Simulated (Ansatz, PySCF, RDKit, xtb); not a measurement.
N2 (SMILES N#N) and CH2O (SMILES C=O) are pulled apart as rigid monomers along the line of their centres of mass, from the B3LYP-D3(BJ)/def2-TZVP minimum. Starting geometry (charge 0, multiplicity 1):
| atom | x (Å) | y (Å) | z (Å) |
|---|---|---|---|
| N | -0.3431 | 0.1055 | -0.8559 |
| N | 0.2646 | -0.0814 | 0.0303 |
| C | 0.5615 | -0.2433 | 3.1990 |
| O | -0.4842 | 0.0254 | 3.7204 |
| H | 0.8302 | -1.2801 | 2.9190 |
| H | 1.3186 | 0.5298 | 2.9656 |

Interaction energies with rigid monomers; basis-set methods are counterpoise corrected unless marked otherwise.

The values were computed with Ansatz (a program for electronic structure) with Gaussian orbitals; PySCF for the dispersion terms; RDKit for the force fields; xtb for the GFN methods. Values without a source in brackets are computed.

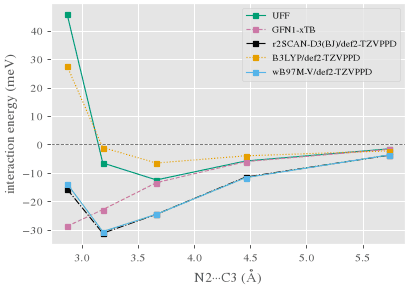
*Interaction energy against separation*

Task: Which level binds most strongly at N2···C3 = 3.19, and by how much?

Result: r2SCAN-D3(BJ)/def2-TZVPPD, -31 meV.
